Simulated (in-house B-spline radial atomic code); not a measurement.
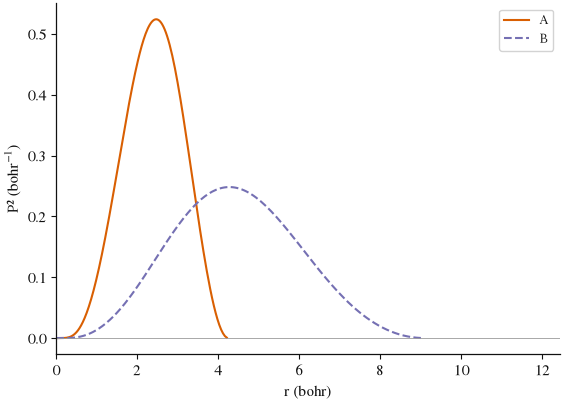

Nb²⁺ (Z = 41, 39 electrons) in [Ar] 3d10 4s2 4p5 4d3 4f1 was computed in two surroundings: the hard spherical wall at 4.25 bohr; the hard spherical wall at 9.09 bohr. Computed with an in-house B-spline radial code: non-relativistic LDA (Slater, VWN5), spherical fractional occupations, point nucleus, hard spherical wall, basis-set limit.

The plot shows P² of the 4f orbital in both runs.

Which curve belongs to which run?

A is the hard spherical wall at 4.25 bohr (⟨r⟩ = 2.39 bohr, eigenvalue 4.32 eV); B is the hard spherical wall at 9.09 bohr (⟨r⟩ = 4.44 bohr, eigenvalue −5.90 eV). The tighter surroundings squeeze the orbital.
